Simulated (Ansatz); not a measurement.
System: Cl3F2Ta···HCl.

The calculation's input:

```
crystal:
  periodic: [false, false, false]
  atoms:
    - { symbol: Ta, position_ang: [-0.427003, -0.427891, 0.163671] }
    - { symbol: Cl, position_ang: [3.181588, 0.191708, 0.420326] }
    - { symbol: Cl, position_ang: [0.066954, 0.260816, 2.316384] }
    - { symbol: Cl, position_ang: [0.449092, -0.209834, -1.965544] }
    - { symbol: F, position_ang: [-1.255279, 1.242997, -0.09225] }
    - { symbol: Cl, position_ang: [-2.323036, -1.68073, 0.128909] }
    - { symbol: F, position_ang: [0.79084, -1.885702, 0.435999] }
    - { symbol: H, position_ang: [2.742443, -1.062363, 0.545105] }
basis:
  gaussian: { orbitals: def2-SVP }
hamiltonian:
  xc: b3lyp
  dispersion: d4
relax:
  f_tol: 0.03
  max_steps: 50
output:
  orbitals: {}
```

Command:

```sh
ansatz run input.yaml --threads 4 --pin off --max-ram 5120MiB --backend cpu --events-out ev --progress --plain --runs-dir out
```

The fields are those of the run's last geometry, not of the input's.

Core potentials replace the inner electrons of Ta.

These are results of Ansatz 0.2.0, RKS B3LYP-D4/def2-SVP, not measurements.

> Predict the electron density and electron localisation function between the atoms.

F7···H8 (2.24 Å): the density falls to about 0.09 e/Å³ on the way; the ELF dips to about 0.05 between them.
Ta–F (1.88 Å): the density is about 1 e/Å³ at the midpoint; the ELF peaks at about 0.85 in the valence shell of F, 0.5 Å from its nucleus, and drops to about 0.25 between the two atoms.
Ta–Cl (2.27 Å): ρ at the midpoint is about 0.71 e/Å³; the ELF peaks at about 0.85 in the valence shell of Cl, 0.8 Å from its nucleus, and is about 0.40 at the midpoint.
Cl–H (1.29 Å): the density is about 1.9 e/Å³ at the midpoint; the ELF climbs to about 1 towards the hydrogen, as it does in any bond to H.

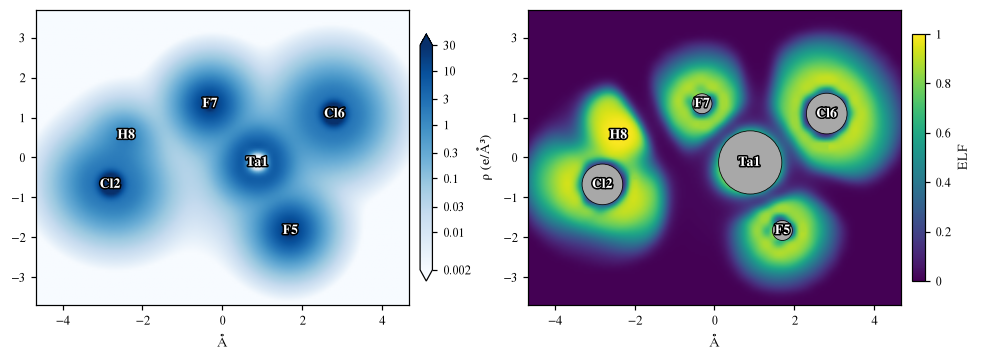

Computed electron density and electron localisation function on the plane of atoms Cl6, Ta1 and F7, in this order. Grey discs cover the atomic cores in the ELF map. 
